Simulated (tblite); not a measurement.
Saddle-point search, with input and output: C5H7BF2Si

System: C5H7BF2Si.
Method: GFN2-xTB saddle search (eigenvector following) and harmonic vibrations, gas phase (tblite 0.8.0).

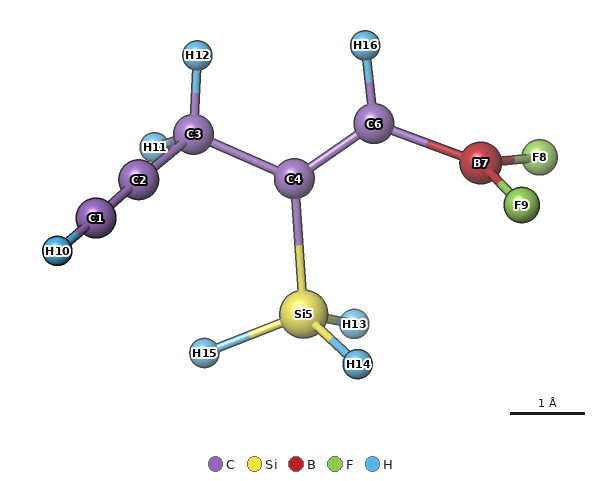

Fig. 1: The starting structure (ball-and-stick view, seen at a tilt; atoms are numbered from 1 in the order of the input). Bond lengths as drawn: B–C 1.56 Å, B–F 1.32 Å, C–C 1.20 to 1.51 Å, C–H 1.05 to 1.09 Å, C–Si 1.90 Å and H–Si 1.46 to 1.47 Å.

### Key numbers

```json
{"quantity": "outcome", "value": "converged"}
{"quantity": "total energy", "value": "−726.3807 eV"}
{"quantity": "point group", "value": "C1"}
{"quantity": "hardware", "value": "1 CPU thread, shared host"}
{"quantity": "wall time", "value": "15 s"}
{"quantity": "peak memory", "value": "0.19 GiB"}
```

### Input
```
{"job": {"xc": "GFN2-xTB", "basis": "xTB", "kind": "saddle"}, "charge": 0, "multiplicity": 1}
C     -2.564028    -0.623212     1.791477
C     -2.109671    -0.206779     0.766119
C     -1.517178     0.304688    -0.453138
C     -0.013947     0.215085    -0.363804
Si     0.754187    -1.509377    -0.186499
C      0.743017     1.310780    -0.437985
B      2.295284     1.323018    -0.315776
F      3.118859     1.376553    -1.345900
F      2.921119     1.294721     0.846053
H     -2.981654    -0.987684     2.680948
H     -1.874739    -0.300583    -1.292372
H     -1.840774     1.338935    -0.606502
H      1.562091    -1.754036    -1.386642
H      1.580822    -1.572387     1.016150
H     -0.334342    -2.484777    -0.121930
H      0.260954     2.275056    -0.590197
```

The first line tells a small driver script what to run in tblite; the rest is the geometry in Å.

Launch command:
```bash
OMP_NUM_THREADS=1 python <driver script> task.json out
```

### The program's output
```
step      E/eV     max force
  0    -726.35722   0.0425
  1    -726.35616   0.1254
  2    -726.35747   0.0481
  3    -726.35733   0.0168
  4    -726.35683   0.0275
  5    -726.35699   0.0494
  6    -726.35762   0.0288
  7    -726.35841   0.0620
  8    -726.35803   0.0130
  9    -726.35860   0.0215
 10    -726.35929   0.0242
 11    -726.36009   0.0175
 12    -726.36125   0.0392
 13    -726.36058   0.0091
 14    -726.36129   0.0134
 15    -726.36203   0.0188
 16    -726.36285   0.0134
 17    -726.36401   0.0247
 18    -726.36521   0.0362
 19    -726.36644   0.0418
 20    -726.36764   0.0454
 21    -726.36902   0.0334
 22    -726.37078   0.0564
 23    -726.37246   0.0763
 24    -726.37443   0.0702
 25    -726.37655   0.0637
 26    -726.37842   0.0651
 27    -726.37935   0.0562
 28    -726.37998   0.0289
 29    -726.38028   0.0503
 30    -726.38056   0.0124
 31    -726.38066   0.0148
 32    -726.38068   0.0024
lowest wavenumbers (cm-1): -51.4 27.5 71.7 85.7 93.9 127.2
```

### Trajectory as extended XYZ (Å, eV, eV/Å), 12 frames, from step=0 to step=32
```
16
Properties=species:S:1:pos:R:3:forces:R:3 step=0 energy=-726.35722
C    -2.5640   -0.6232    1.7915   -0.0020   0.0000   0.0030
C    -2.1097   -0.2068    0.7661    0.0010   0.0130   0.0070
C    -1.5172    0.3047   -0.4531    0.0040   0.0060  -0.0160
C    -0.0139    0.2151   -0.3638   -0.0080  -0.0010  -0.0290
Si    0.7542   -1.5094   -0.1865    0.0040   0.0080  -0.0090
C     0.7430    1.3108   -0.4380   -0.0020  -0.0070  -0.0260
B     2.2953    1.3230   -0.3158    0.0070   0.0000   0.0130
F     3.1189    1.3766   -1.3459   -0.0260   0.0290  -0.0170
F     2.9211    1.2947    0.8461    0.0210  -0.0280   0.0110
H    -2.9817   -0.9877    2.6809   -0.0170  -0.0060   0.0240
H    -1.8747   -0.3006   -1.2924    0.0210  -0.0040  -0.0110
H    -1.8408    1.3389   -0.6065    0.0000   0.0020   0.0010
H     1.5621   -1.7540   -1.3866    0.0060  -0.0100   0.0060
H     1.5808   -1.5724    1.0161    0.0000   0.0040   0.0150
H    -0.3343   -2.4848   -0.1219   -0.0030  -0.0050   0.0060
H     0.2610    2.2751   -0.5902   -0.0070  -0.0010   0.0220
16
Properties=species:S:1:pos:R:3:forces:R:3 step=2 energy=-726.35747
C    -2.5689   -0.6078    1.7934   -0.0040  -0.0020   0.0070
C    -2.1107   -0.2021    0.7654    0.0030   0.0090  -0.0010
C    -1.5163    0.2974   -0.4582    0.0030   0.0040  -0.0100
C    -0.0130    0.2100   -0.3676   -0.0070  -0.0090  -0.0160
Si    0.7594   -1.5133   -0.1992    0.0010   0.0040  -0.0040
C     0.7403    1.3091   -0.4206    0.0010  -0.0040  -0.0150
B     2.2935    1.3250   -0.3076   -0.0160  -0.0010   0.0040
F     3.1050    1.3639   -1.3472   -0.0020   0.0230  -0.0360
F     2.9319    1.3148    0.8468    0.0240  -0.0210   0.0360
H    -2.9899   -0.9625    2.6855   -0.0110  -0.0040   0.0160
H    -1.8710   -0.3159   -1.2926    0.0120  -0.0040  -0.0070
H    -1.8405    1.3300   -0.6211    0.0000   0.0030   0.0000
H     1.5629   -1.7601   -1.4014    0.0040  -0.0060   0.0040
H     1.5907   -1.5725    1.0011    0.0000   0.0020   0.0100
H    -0.3275   -2.4902   -0.1259   -0.0010  -0.0030   0.0040
H     0.2542    2.2742   -0.5508   -0.0070   0.0080   0.0100
16
Properties=species:S:1:pos:R:3:forces:R:3 step=5 energy=-726.35699
C    -2.5806   -0.5534    1.7978   -0.0010   0.0010   0.0000
C    -2.1140   -0.1857    0.7592    0.0010  -0.0010  -0.0010
C    -1.5135    0.2716   -0.4786    0.0010   0.0010   0.0000
C    -0.0101    0.1935   -0.3768    0.0060   0.0050  -0.0020
Si    0.7754   -1.5269   -0.2454    0.0160  -0.0300   0.0050
C     0.7317    1.3017   -0.3732   -0.0050  -0.0050   0.0010
B     2.2851    1.3326   -0.2598    0.0050  -0.0020   0.0030
F     3.0884    1.3264   -1.3079   -0.0030   0.0020   0.0050
F     2.9313    1.3834    0.8898   -0.0030  -0.0010  -0.0070
H    -3.0088   -0.8747    2.6997   -0.0010   0.0000   0.0000
H    -1.8600   -0.3711   -1.2940    0.0000  -0.0010   0.0000
H    -1.8401    1.2973   -0.6769    0.0010  -0.0010  -0.0010
H     1.4932   -1.7944   -1.4989   -0.0240   0.0050   0.0380
H     1.6920   -1.5643    0.8963   -0.0290   0.0010  -0.0400
H    -0.3046   -2.5031   -0.0742    0.0340   0.0270  -0.0030
H     0.2345    2.2668   -0.4572    0.0000  -0.0020   0.0010
16
Properties=species:S:1:pos:R:3:forces:R:3 step=8 energy=-726.35803
C    -2.5909   -0.5510    1.7883    0.0000   0.0010  -0.0010
C    -2.1177   -0.1859    0.7517    0.0000   0.0000   0.0000
C    -1.5104    0.2691   -0.4837    0.0000   0.0000   0.0000
C    -0.0075    0.1923   -0.3742    0.0010   0.0000   0.0000
Si    0.7777   -1.5283   -0.2491    0.0040  -0.0080   0.0000
C     0.7329    1.3013   -0.3635    0.0000   0.0000   0.0010
B     2.2860    1.3348   -0.2453    0.0000   0.0000   0.0010
F     3.0914    1.3354   -1.2918    0.0000   0.0010   0.0020
F     2.9298    1.3834    0.9055   -0.0010   0.0000   0.0010
H    -3.0243   -0.8708    2.6882    0.0000   0.0010   0.0000
H    -1.8522   -0.3755   -1.2996    0.0000  -0.0010   0.0000
H    -1.8366    1.2942   -0.6857    0.0000   0.0000  -0.0010
H     1.4241   -1.8237   -1.5330   -0.0080   0.0000   0.0080
H     1.7550   -1.5451    0.8389   -0.0050   0.0000  -0.0120
H    -0.2919   -2.4961    0.0006    0.0090   0.0070   0.0010
H     0.2348    2.2659   -0.4472    0.0000   0.0000   0.0010
16
Properties=species:S:1:pos:R:3:forces:R:3 step=11 energy=-726.36009
C    -2.6018   -0.5389    1.7782    0.0000   0.0010  -0.0010
C    -2.1217   -0.1829    0.7416    0.0000   0.0000   0.0000
C    -1.5064    0.2617   -0.4936    0.0000   0.0000   0.0000
C    -0.0041    0.1881   -0.3722    0.0010   0.0000   0.0000
Si    0.7814   -1.5327   -0.2590    0.0060  -0.0100   0.0000
C     0.7333    1.2989   -0.3494    0.0000   0.0000   0.0010
B     2.2853    1.3392   -0.2191    0.0000   0.0000   0.0010
F     3.0975    1.3602   -1.2601    0.0000   0.0010   0.0030
F     2.9211    1.3778    0.9365   -0.0010   0.0000   0.0010
H    -3.0408   -0.8514    2.6780   -0.0010   0.0010  -0.0010
H    -1.8420   -0.3903   -1.3062    0.0010  -0.0010   0.0000
H    -1.8325    1.2847   -0.7064    0.0000  -0.0010  -0.0010
H     1.3209   -1.8663   -1.5830   -0.0100   0.0010   0.0110
H     1.8447   -1.5231    0.7452   -0.0070   0.0000  -0.0160
H    -0.2678   -2.4875    0.1027    0.0120   0.0090   0.0010
H     0.2329    2.2624   -0.4331    0.0000   0.0000   0.0010
16
Properties=species:S:1:pos:R:3:forces:R:3 step=14 energy=-726.36129
C    -2.6041   -0.5286    1.7760    0.0000   0.0010  -0.0020
C    -2.1226   -0.1799    0.7376   -0.0010   0.0000   0.0010
C    -1.5049    0.2564   -0.4995    0.0000   0.0000   0.0000
C    -0.0028    0.1850   -0.3728    0.0010   0.0000   0.0000
Si    0.7834   -1.5356   -0.2663    0.0040  -0.0070   0.0000
C     0.7323    1.2970   -0.3424    0.0000  -0.0010   0.0010
B     2.2837    1.3414   -0.2049    0.0010   0.0000   0.0010
F     3.1002    1.3738   -1.2423   -0.0010   0.0010   0.0030
F     2.9144    1.3743    0.9536   -0.0010   0.0000   0.0010
H    -3.0445   -0.8349    2.6773   -0.0010   0.0010  -0.0010
H    -1.8380   -0.4015   -1.3082    0.0010  -0.0010   0.0000
H    -1.8313    1.2777   -0.7199    0.0000  -0.0010  -0.0010
H     1.2762   -1.8842   -1.6045   -0.0090   0.0000   0.0070
H     1.8813   -1.5161    0.6994   -0.0030   0.0010  -0.0130
H    -0.2536   -2.4847    0.1415    0.0080   0.0060   0.0030
H     0.2303    2.2598   -0.4248    0.0000   0.0000   0.0010
16
Properties=species:S:1:pos:R:3:forces:R:3 step=17 energy=-726.36401
C    -2.6137   -0.5202    1.7659    0.0000   0.0010  -0.0020
C    -2.1258   -0.1781    0.7283   -0.0010   0.0000   0.0000
C    -1.5010    0.2509   -0.5078    0.0000   0.0000  -0.0010
C     0.0005    0.1817   -0.3715    0.0010   0.0000   0.0000
Si    0.7857   -1.5393   -0.2739    0.0090  -0.0150   0.0010
C     0.7333    1.2949   -0.3307    0.0000  -0.0010   0.0010
B     2.2836    1.3451   -0.1827    0.0010   0.0000   0.0010
F     3.1060    1.3949   -1.2149   -0.0010   0.0020   0.0040
F     2.9072    1.3705    0.9799   -0.0010   0.0000   0.0010
H    -3.0593   -0.8212    2.6664   -0.0010   0.0020  -0.0010
H    -1.8290   -0.4121   -1.3145    0.0010  -0.0010   0.0000
H    -1.8270    1.2706   -0.7361    0.0000  -0.0010  -0.0010
H     1.1800   -1.9238   -1.6357   -0.0130   0.0020   0.0180
H     1.9520   -1.4976    0.6081   -0.0130   0.0000  -0.0210
H    -0.2222   -2.4732    0.2319    0.0170   0.0130  -0.0010
H     0.2296    2.2570   -0.4127    0.0000   0.0000   0.0010
16
Properties=species:S:1:pos:R:3:forces:R:3 step=20 energy=-726.36764
C    -2.6344   -0.5323    1.7431    0.0020   0.0030  -0.0040
C    -2.1325   -0.1835    0.7144   -0.0020  -0.0010   0.0030
C    -1.4948    0.2537   -0.5123    0.0000  -0.0010   0.0000
C     0.0058    0.1831   -0.3657    0.0000  -0.0020  -0.0010
Si    0.7854   -1.5400   -0.2706    0.0150  -0.0310   0.0020
C     0.7396    1.2953   -0.3209    0.0000   0.0000   0.0010
B     2.2894    1.3481   -0.1669    0.0000   0.0000   0.0020
F     3.1144    1.4083   -1.1965    0.0010   0.0020   0.0030
F     2.9093    1.3722    0.9977   -0.0010   0.0000   0.0030
H    -3.0909   -0.8397    2.6360    0.0000   0.0030  -0.0020
H    -1.8161   -0.4032   -1.3266    0.0010  -0.0010   0.0000
H    -1.8183    1.2751   -0.7363    0.0000  -0.0010  -0.0020
H     1.0503   -1.9793   -1.6485   -0.0150   0.0080   0.0380
H     2.0309   -1.4690    0.4956   -0.0320  -0.0030  -0.0320
H    -0.1753   -2.4468    0.3630    0.0330   0.0250  -0.0120
H     0.2370    2.2578   -0.4056    0.0000   0.0000   0.0020
16
Properties=species:S:1:pos:R:3:forces:R:3 step=23 energy=-726.37246
C    -2.6523   -0.5361    1.7192    0.0010   0.0020  -0.0020
C    -2.1383   -0.1864    0.6968   -0.0010   0.0000   0.0010
C    -1.4887    0.2530   -0.5228    0.0000   0.0000  -0.0010
C     0.0107    0.1824   -0.3641    0.0010  -0.0010  -0.0020
Si    0.7866   -1.5418   -0.2734    0.0260  -0.0510   0.0040
C     0.7438    1.2945   -0.3071   -0.0010  -0.0010   0.0010
B     2.2924    1.3507   -0.1399    0.0010  -0.0010   0.0020
F     3.1253    1.4265   -1.1621   -0.0010   0.0020   0.0050
F     2.9024    1.3693    1.0302   -0.0020  -0.0010   0.0020
H    -3.1183   -0.8448    2.6066    0.0000   0.0030  -0.0010
H    -1.8030   -0.4021   -1.3414    0.0010  -0.0010   0.0000
H    -1.8104    1.2749   -0.7475    0.0000  -0.0010  -0.0020
H     0.8895   -2.0473   -1.6522   -0.0110   0.0180   0.0650
H     2.1154   -1.4392    0.3371   -0.0640  -0.0070  -0.0410
H    -0.0966   -2.4109    0.5112    0.0500   0.0400  -0.0330
H     0.2413    2.2572   -0.3906   -0.0010   0.0000   0.0020
16
Properties=species:S:1:pos:R:3:forces:R:3 step=26 energy=-726.37842
C    -2.6453   -0.4759    1.7163    0.0030   0.0020  -0.0070
C    -2.1355   -0.1673    0.6787   -0.0030  -0.0020   0.0050
C    -1.4857    0.2263   -0.5566   -0.0010   0.0010   0.0010
C     0.0126    0.1668   -0.3825    0.0040   0.0050   0.0000
Si    0.7993   -1.5524   -0.3179    0.0230  -0.0420   0.0060
C     0.7322    1.2842   -0.2750   -0.0030  -0.0050   0.0000
B     2.2760    1.3523   -0.0696    0.0020  -0.0010   0.0000
F     3.1344    1.4595   -1.0677   -0.0030   0.0000   0.0050
F     2.8543    1.3562    1.1168   -0.0020   0.0000  -0.0030
H    -3.1092   -0.7490    2.6165    0.0010   0.0010  -0.0040
H    -1.7954   -0.4604   -1.3503    0.0010   0.0020   0.0020
H    -1.8096    1.2382   -0.8199    0.0010  -0.0030   0.0000
H     0.7096   -2.1236   -1.6710    0.0010   0.0180   0.0550
H     2.2005   -1.4168    0.0908   -0.0600  -0.0080  -0.0240
H     0.0419   -2.3815    0.6252    0.0370   0.0340  -0.0370
H     0.2199    2.2436   -0.3339    0.0000  -0.0020   0.0010
16
Properties=species:S:1:pos:R:3:forces:R:3 step=29 energy=-726.38028
C    -2.6610   -0.4928    1.6897    0.0030   0.0010  -0.0070
C    -2.1411   -0.1734    0.6605   -0.0020  -0.0020   0.0060
C    -1.4817    0.2343   -0.5652   -0.0020  -0.0010   0.0010
C     0.0155    0.1709   -0.3843   -0.0070  -0.0100  -0.0010
Si    0.8001   -1.5490   -0.3154    0.0080  -0.0360   0.0010
C     0.7362    1.2859   -0.2646    0.0040   0.0060   0.0000
B     2.2793    1.3491   -0.0520    0.0010   0.0000   0.0000
F     3.1444    1.4418   -1.0455    0.0000   0.0000   0.0010
F     2.8496    1.3650    1.1381    0.0010   0.0000   0.0000
H    -3.1331   -0.7757    2.5827    0.0010   0.0010  -0.0030
H    -1.7876   -0.4421   -1.3693    0.0010   0.0020   0.0020
H    -1.8025    1.2497   -0.8183   -0.0010  -0.0010   0.0010
H     0.5775   -2.1852   -1.6226    0.0070   0.0190   0.0430
H     2.2339   -1.3955   -0.0565   -0.0400  -0.0080  -0.0080
H     0.1451   -2.3293    0.7384    0.0250   0.0260  -0.0350
H     0.2255    2.2464   -0.3156    0.0000   0.0020   0.0000
16
Properties=species:S:1:pos:R:3:forces:R:3 step=32 energy=-726.38068
C    -2.6733   -0.5280    1.6679    0.0010   0.0010  -0.0020
C    -2.1454   -0.1856    0.6502   -0.0010   0.0000   0.0020
C    -1.4794    0.2492   -0.5623   -0.0010   0.0000   0.0000
C     0.0173    0.1793   -0.3801    0.0000   0.0000   0.0000
Si    0.7943   -1.5436   -0.2979    0.0000   0.0010   0.0000
C     0.7439    1.2914   -0.2675    0.0000   0.0000   0.0000
B     2.2880    1.3481   -0.0594    0.0000   0.0000   0.0000
F     3.1513    1.4227   -1.0560    0.0000   0.0000   0.0010
F     2.8611    1.3767    1.1292    0.0000   0.0000   0.0000
H    -3.1513   -0.8307    2.5510    0.0000   0.0000  -0.0010
H    -1.7828   -0.4083   -1.3829    0.0000   0.0010   0.0010
H    -1.7978    1.2705   -0.7941    0.0000  -0.0010   0.0000
H     0.5209   -2.2104   -1.5767    0.0000   0.0000  -0.0010
H     2.2355   -1.3927   -0.0974    0.0010   0.0000   0.0000
H     0.1797   -2.2930    0.7980    0.0000   0.0000   0.0010
H     0.2381    2.2544   -0.3219    0.0000   0.0000   0.0000
```
